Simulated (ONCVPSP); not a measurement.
**Pseudopotential generation, with input and output: Ir**

- system: iridium (Ir, Z = 77), core [Kr] 4d10 4f14, reference valence 5s2 5p6 5d7 6s1.75 6p0.25, valence charge 17.
- method: ONCV potential, revPBE, scalar-relativistic, made with ONCVPSP 4.0.1

**Input**
```
# ATOM AND REFERENCE CONFIGURATION
# atsym  z   nc   nv     iexc    psfile
  Ir 77.00   10    5  -102130      upf
#
#   n    l    f
    1    0    2.00
    2    0    2.00
    2    1    6.00
    3    0    2.00
    3    1    6.00
    3    2   10.00
    4    0    2.00
    4    1    6.00
    4    2   10.00
    4    3   14.00
    5    0    2.00
    5    1    6.00
    5    2    7.00
    6    0    1.75
    6    1    0.25
#
# PSEUDOPOTENTIAL AND OPTIMIZATION
# lmax
    2
#
#   l,   rc,      ep,       ncon, nbas, qcut
    0    1.80    0.00    4    9    7.70
    1    2.00    0.00    4    8    7.20
    2    2.10    0.00    3    7    8.20
#
# LOCAL POTENTIAL
# lloc, lpopt,  rc(5),   dvloc0
    4    5    1.25    1.00
#
# VANDERBILT-KLEINMAN-BYLANDER PROJECTORs
# l, nproj, debl
    0    2    1.40
    1    2    0.90
    2    2    1.80
#
# MODEL CORE CHARGE
# icmod, fcfact, rcfact
    3    5.50    1.50
#
# LOG DERIVATIVE ANALYSIS
# epsh1, epsh2, depsh
   -5.00    5.00    0.04
#
# OUTPUT GRID
# rlmax, drl
    6.00    0.01
#
# TEST CONFIGURATIONS
# ncnf
    4
# nvcnf
#   n    l    f
    5
    5    0    2.00
    5    1    6.00
    5    2    7.00
    6    0    2.00
    6    1    0.00
#
    5
    5    0    2.00
    5    1    6.00
    5    2    7.00
    6    0    1.00
    6    1    0.00
#
    5
    5    0    2.00
    5    1    6.00
    5    2    7.00
    6    0    0.00
    6    1    0.00
#
    5
    5    0    2.00
    5    1    6.00
    5    2    7.50
    6    0    1.50
    6    1    0.00
#
```

Hardware: 1 CPU thread, shared host.

Command:
```bash
oncvpsp.x < Ir.dat > Ir.out
```

**Output (extracts)**
```
ONCVPSP  (Optimized Norm-Conservinng Vanderbilt PSeudopotential)
scalar-relativistic version 4.0.1

#   n    l    f        energy (Ha)
    1    0    2.00    -2.7981330E+03
    2    0    2.00    -4.8949809E+02
    2    1    6.00    -4.2516904E+02
    3    0    2.00    -1.1450508E+02
    3    1    6.00    -9.5699047E+01
    3    2   10.00    -7.5026214E+01
    4    0    2.00    -2.4443622E+01
    4    1    6.00    -1.8277569E+01
    4    2   10.00    -1.0711134E+01
    4    3   14.00    -2.3019508E+00
    5    0    2.00    -3.6175201E+00
    5    1    6.00    -2.0274635E+00
    5    2    7.00    -2.7904518E-01
    6    0    1.75    -2.4342879E-01
    6    1    0.25    -5.2581649E-02

Reference configufation results
  iterations    30
  all-electron total energy (Ha)   -1.78278747D+04

Begin loop to  construct optimized pseudo wave functions
and semi-local pseudopoentials for all angular momenta

Calculating optimized projector #   1

 for l=   0

    Fraction of norm inside rc  0.984415
    Optimizing pswf for qcut=   7.70 a_B^-1,  ecut=  29.67 Ha
    Residual kinetic energy error=  1.94D-07 Ha

    Energy error per electron        Cutoff
         Ha          eV             Ha
         0.01000     0.27211       13.19
         0.00100     0.02721       18.65
         0.00010     0.00272       22.45
         0.00001     0.00027       25.30

Calculating optimized projector #   2

 for l=   0

    Fraction of norm inside rc  0.122005
    Optimizing pswf for qcut=   7.70 a_B^-1,  ecut=  29.67 Ha
    Residual kinetic energy error=  7.38D-07 Ha

    Energy error per electron        Cutoff
         Ha          eV             Ha
         0.01000     0.27211       10.71
         0.00100     0.02721       18.33
         0.00010     0.00272       22.81
         0.00001     0.00027       26.11

Calculating optimized projector #   1

 for l=   1

    Fraction of norm inside rc  0.970892
    Optimizing pswf for qcut=   7.21 a_B^-1,  ecut=  25.99 Ha
    Residual kinetic energy error=  9.89D-09 Ha

    Energy error per electron        Cutoff
         Ha          eV             Ha
         0.01000     0.27211       11.47
         0.00100     0.02721       14.78
         0.00010     0.00272       17.65
         0.00001     0.00027       20.06

Calculating optimized projector #   2

 for l=   1

    Fraction of norm inside rc  0.036925
    Optimizing pswf for qcut=   7.21 a_B^-1,  ecut=  25.99 Ha
    Residual kinetic energy error=  1.04D-07 Ha

    Energy error per electron        Cutoff
         Ha          eV             Ha
         0.01000     0.27211        7.19
         0.00100     0.02721       10.67
         0.00010     0.00272       13.45
         0.00001     0.00027       15.79

   Wellstate for l =  2  n =  7
     eigenvalue =   1.5210
     asymptotic potential =   2.0210
     half-point radius =  4.5760

Calculating optimized projector #   1

 for l=   2

    Fraction of norm inside rc  0.757639
    Optimizing pswf for qcut=   8.21 a_B^-1,  ecut=  33.68 Ha
    Residual kinetic energy error=  1.42D-09 Ha

    Energy error per electron        Cutoff
         Ha          eV             Ha
         0.01000     0.27211       13.93
         0.00100     0.02721       18.26
         0.00010     0.00272       21.95
         0.00001     0.00027       25.24

Calculating optimized projector #   2

 for l=   2

    Fraction of norm inside rc  0.110417
    Optimizing pswf for qcut=   8.21 a_B^-1,  ecut=  33.68 Ha
    Residual kinetic energy error=  2.10D-09 Ha

    Energy error per electron        Cutoff
         Ha          eV             Ha
         0.01000     0.27211       13.24
         0.00100     0.02721       17.86
         0.00010     0.00272       21.80
         0.00001     0.00027       25.31

Construct Vanderbilt / Kleinmman-Bylander projectors

B matrix Hermiticity error, ll=   0
   1   2    5.5062E-04

  Orthonormal projector coefficients  1.0183E+01  1.6622E+00

B matrix Hermiticity error, ll=   1
   1   2    1.5608E-04

  Orthonormal projector coefficients  5.7384E+00  8.0974E-01

B matrix Hermiticity error, ll=   2
   1   2   -1.7805E-04

  Orthonormal projector coefficients  3.8452E+00  5.2803E-01

Model core correction analysis
  based on d2Exc/dn_idn_j

d2excae - all-electron derivatives

   -3.029006D-02   -2.606805D-02   -1.246401D-02   -1.556179D-03
   -6.287000D-04
   -2.606811D-02   -2.568215D-02   -1.587681D-02   -2.262478D-03
   -6.011809D-04
   -1.246409D-02   -1.587685D-02   -1.814328D-02   -1.081338D-02
   -4.077152D-03
   -1.556121D-03   -2.262222D-03   -1.081197D-02   -2.516826D-02
   -1.749330D-02
   -6.287054D-04   -6.011066D-04   -4.077526D-03   -1.750101D-02
   -2.436293D-02

d2excps - pseudofunction derivatives with no core correction

   -5.088273D-02   -3.543156D-02   -1.443445D-02   -3.428675D-03
   -1.025002D-03
   -3.543267D-02   -3.186175D-02   -1.748292D-02   -3.080401D-03
   -8.627918D-04
   -1.443468D-02   -1.748306D-02   -1.888919D-02   -1.095323D-02
   -4.133351D-03
   -3.429885D-03   -3.080192D-03   -1.095181D-02   -2.534648D-02
   -1.753096D-02
   -1.025087D-03   -8.627360D-04   -4.133721D-03   -1.753869D-02
   -2.437683D-02

rms 2nd derivative error    5.138031E-03

rmatch, rhocmatch    0.8470   15.3227

Teter function model core charge with specified parameters

d2excps - pseudofunction derivatives with core correction

   -2.414354D-02   -2.050506D-02   -1.030773D-02   -1.555106D-03
   -4.961787D-04
   -2.050504D-02   -2.075029D-02   -1.388609D-02   -2.301596D-03
   -5.103349D-04
   -1.030768D-02   -1.388603D-02   -1.746732D-02   -1.087093D-02
   -4.047984D-03
   -1.555039D-03   -2.301353D-03   -1.086951D-02   -2.517334D-02
   -1.749195D-02
   -4.961722D-04   -5.102553D-04   -4.048353D-03   -1.749967D-02
   -2.436133D-02

rms 2nd derivative error    2.381122E-03

Pseudoatom total energy -106.944623

Diagnostic tests using Vanderbilt-Kleinman-Bylander pseudopotentials
  1 or more projectors used as specified by nproj input data

   l    rcore       rmatch      e in        delta e   norm test  slope test

   0   1.8107015   1.8656783  -3.6175201   0.0000040   1.0002636   1.0002380
   0   1.8107015   1.8656783  -0.2434288   0.0000023   1.0000362   1.0000273

   1   2.0045299   2.0653918  -2.0274635   0.0000021   1.0001926   1.0001855
   1   2.0045299   2.0653918  -0.0525816   0.0000016   1.0000334   1.0000266

   2   2.1027923   2.1666377  -0.2790452  -0.0000008   1.0000803   1.0000889
   2   2.1027923   2.1666377   1.5209548   0.0000337   1.0002343   1.0002343

 Testing for bound ghosts
   n   l    E NL Schr. Eq   E Basis Diag.   E Cutoff

   1   0       -3.617516       -3.617516    107.39
   2   0       -0.243426       -0.221931    107.39

   2   1       -2.027461       -2.027461     75.98
   3   1       -0.052580        0.008804     75.98

   3   2       -0.279046       -0.278549     58.48

 Testing for highly-localized positive-energy ghosts
       l    <radius>/rc     E Basis Diag.   E Cutoff

       0        0.830459        6.551596    107.39  WARNING - GHOST(+)

Test configuration 0

   n   l     f        eae           eps        diff
   1   0  2.0000-2798.13298617
   2   0  2.0000 -489.49809428
   2   1  6.0000 -425.16904450
   3   0  2.0000 -114.50508213
   3   1  6.0000  -95.69904728
   3   2 10.0000  -75.02621407
   4   0  2.0000  -24.44362158
   4   1  6.0000  -18.27756949
   4   2 10.0000  -10.71113375
   4   3 14.0000   -2.30195084
   5   0  2.0000   -3.61752010   -3.61751611    4.00D-06
   5   1  6.0000   -2.02746350   -2.02746140    2.10D-06
   5   2  7.0000   -0.27904518   -0.27904600   -8.21D-07
   6   0  1.7500   -0.24342879   -0.24342647    2.32D-06
   6   1  0.2500   -0.05258165   -0.05258002    1.63D-06

    Total energies and differences
      AE_ref= -1.78278747D+04  AE_tst= -1.78278747D+04  dif=  0.00D+00
      PS_ref= -1.06944623D+02  PS_tst= -1.06944623D+02  dif= -4.97D-13
      PSP excitation error=  4.97D-13

Test configuration 1

   n   l     f        eae           eps        diff
   1   0  2.0000-2798.11361452
   2   0  2.0000 -489.47906600
   2   1  6.0000 -425.15001806
   3   0  2.0000 -114.48594599
   3   1  6.0000  -95.67991170
   3   2 10.0000  -75.00710860
   4   0  2.0000  -24.42442613
   4   1  6.0000  -18.25838145
   4   2 10.0000  -10.69196583
   4   3 14.0000   -2.28277640
   5   0  2.0000   -3.59816235   -3.59790026    2.62D-04
   5   1  6.0000   -2.00794289   -2.00791632    2.66D-05
   5   2  7.0000   -0.26071471   -0.26075602   -4.13D-05
   6   0  2.0000   -0.22983368   -0.22979859    3.51D-05

    Total energies and differences
      AE_ref= -1.78278747D+04  AE_tst= -1.78279218D+04  dif= -4.71D-02
      PS_ref= -1.06944623D+02  PS_tst= -1.06991741D+02  dif= -4.71D-02
      PSP excitation error=  1.11D-05

Test configuration 2

   n   l     f        eae           eps        diff
   1   0  2.0000-2798.41948554
   2   0  2.0000 -489.78255260
   2   1  6.0000 -425.45355923
   3   0  2.0000 -114.78986204
   3   1  6.0000  -95.98383273
   3   2 10.0000  -75.31084196
   4   0  2.0000  -24.72861854
   4   1  6.0000  -18.56253776
   4   2 10.0000  -10.99600449
   4   3 14.0000   -2.58683000
   5   0  2.0000   -3.90315144   -3.90440728   -1.26D-03
   5   1  6.0000   -2.31422202   -2.31445619   -2.34D-04
   5   2  7.0000   -0.56067496   -0.56053589    1.39D-04
   6   0  1.0000   -0.49434903   -0.49453106   -1.82D-04

    Total energies and differences
      AE_ref= -1.78278747D+04  AE_tst= -1.78275622D+04  dif=  3.12D-01
      PS_ref= -1.06944623D+02  PS_tst= -1.06631943D+02  dif=  3.13D-01
      PSP excitation error= -1.81D-04

Test configuration 3

psatom: WARNING lschvkbb convergence error n,l,iter=   3   1   4
ea(ii),et,emin,emax -5.686566E-02 -6.255223E-02 -6.255223E-02 -6.255223E-02
run_config: WARNING for fully non-local PS atom, stg. 1
 WARNING no output for configuration 4

Test configuration 4

   n   l     f        eae           eps        diff
   1   0  2.0000-2798.06431176
   2   0  2.0000 -489.42758542
   2   1  6.0000 -425.09859081
   3   0  2.0000 -114.43504732
   3   1  6.0000  -95.62901820
   3   2 10.0000  -74.95601247
   4   0  2.0000  -24.37382220
   4   1  6.0000  -18.20774521
   4   2 10.0000  -10.64122392
   4   3 14.0000   -2.23214922
   5   0  2.0000   -3.54940108   -3.55033627   -9.35D-04
   5   1  6.0000   -1.96239114   -1.96249307   -1.02D-04
   5   2  7.5000   -0.22771782   -0.22759575    1.22D-04
   6   0  1.5000   -0.21480869   -0.21493541   -1.27D-04

    Total energies and differences
      AE_ref= -1.78278747D+04  AE_tst= -1.78279328D+04  dif= -5.81D-02
      PS_ref= -1.06944623D+02  PS_tst= -1.07002589D+02  dif= -5.80D-02
      PSP excitation error= -1.08D-04
```

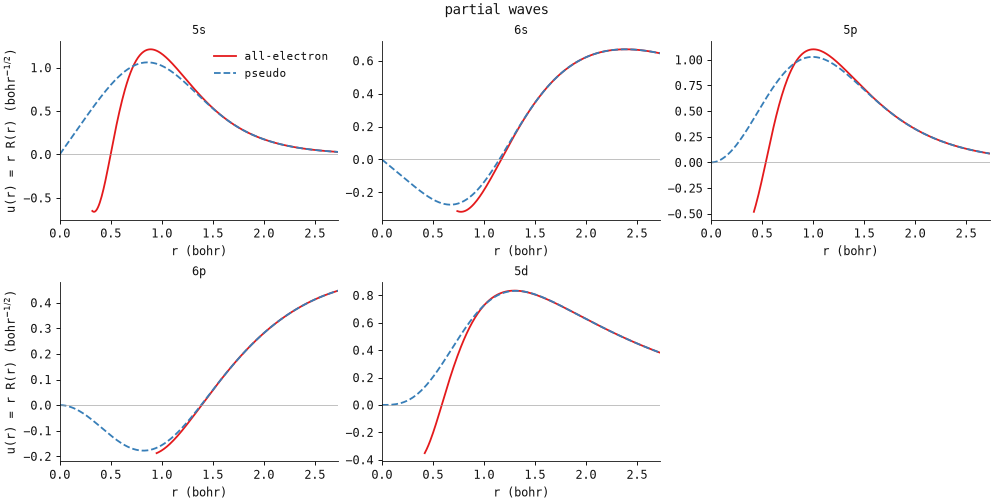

**Figure 1.** Pseudo-waves (dashed) against the all-electron radial functions (solid). The innermost oscillations of some all-electron curves aren't drawn. Reference configuration 5s2 5p6 5d7 6s1.75 6p0.25.

- Matching radii: 5s at 1.80 bohr; 6s at 1.80 bohr; 5p at 2.00 bohr; 6p at 2.00 bohr; 5d at 2.10 bohr. The curves merge smoothly, so the plot gives these only roughly.
- Nodes of the pseudo-waves: 5s has no node; 6s has a node at about 1.2 bohr; 5p has no node; 6p has a node at about 1.4 bohr; 5d has no node. A node in 6s and 6p is expected, since a lower shell of the same l is also in the valence and the two must stay orthogonal.
- Cutoffs needed: 19 Ha (loose) and 23 Ha (tight), as the cutoffs at which the residual kinetic energy of the hardest occupied pseudo-wave falls to 1 and 0.1 mHa per electron.

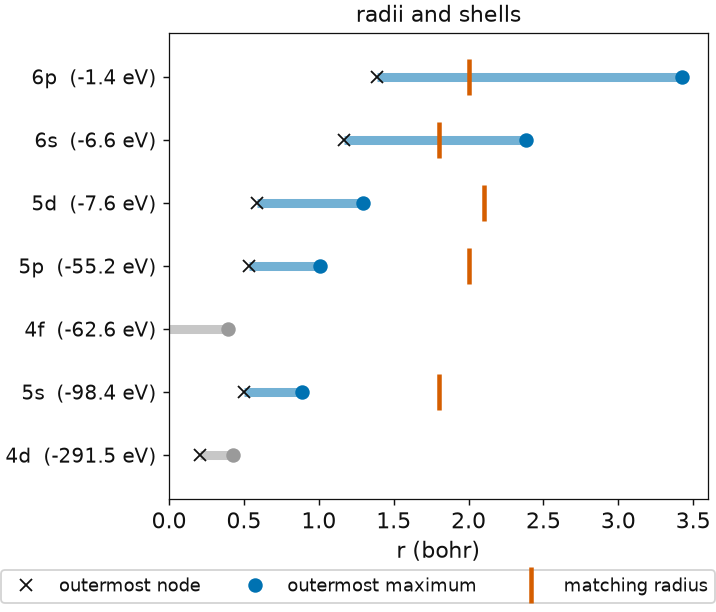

**Figure 2.** Outer shells of the all-electron reference atom: each bar runs from the outermost node (or the nucleus) to the outermost maximum of u(r); the tick is the radius chosen for the pseudo-wave. Shells without a tick have no pseudo-wave of their own. Levels, nodes and maxima are from ld1.x, scalar-relativistic.

- Radii against the shells: 5s: 1.80 bohr, outside the maximum; 5p: 2.00 bohr, outside the maximum; 5d: 2.10 bohr, outside the maximum; 6s: 1.80 bohr, between node and maximum; 6p: 2.00 bohr, between node and maximum.

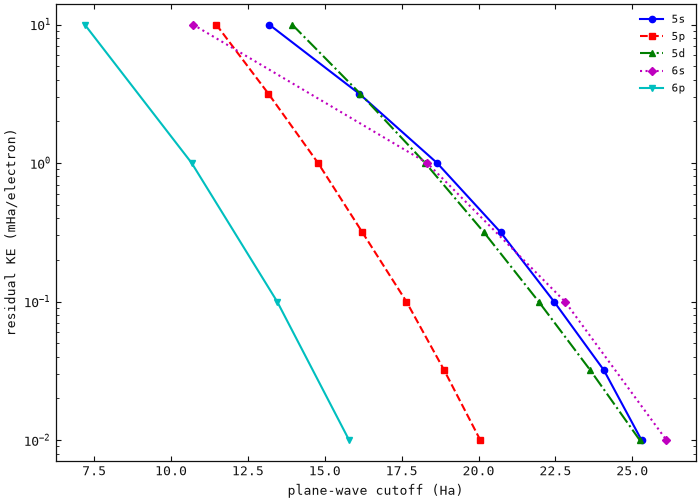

**Figure 3.** Residual kinetic energy of the pseudo-waves (the first of each channel, and further valence shells) beyond the plane-wave cutoff, as the generator prints it.

- Cutoffs for the occupied states: 19 Ha for 1 mHa and 23 Ha for 0.1 mHa per electron. The first is set by 5s.
- Cutoffs for 1 mHa per electron: 5s: 19 Ha; 6s: 18 Ha; 5d: 18 Ha; 5p: 15 Ha; 6p: 11 Ha.

**Results in brief**

- outcome: generated
- cutoffs needed: 19 Ha and 23 Ha (the cutoffs at which the residual kinetic energy of the hardest occupied pseudo-wave falls to 1 and 0.1 mHa per electron)
- ghost test: no bound ghost flagged; GHOST(+) flagged for s at 178.3 eV
- configuration tests: 1 of 4 tests not solved
- rms error of d²Exc/dni dnj: 5.14 mHa without and 2.38 mHa with the model core
- largest excitation error among the tests solved: -4.9 meV (all-electron minus pseudo) for 5s2 5p6 5d7 6s1 6p0
- range over which the phases arctan(r R′/R) at the test radius agree within 0.05 rad (a looser test near the poles than one of phase shifts): s: over the whole range computed; p: over the whole range computed; d: over the whole range computed; f: not judged, local potential alone
- wall time: 3.9 s

**Notes**

Warnings of the program, in the generation or the tests: psatom: WARNING lschvkbb convergence error n,l,iter= 3 1 4.
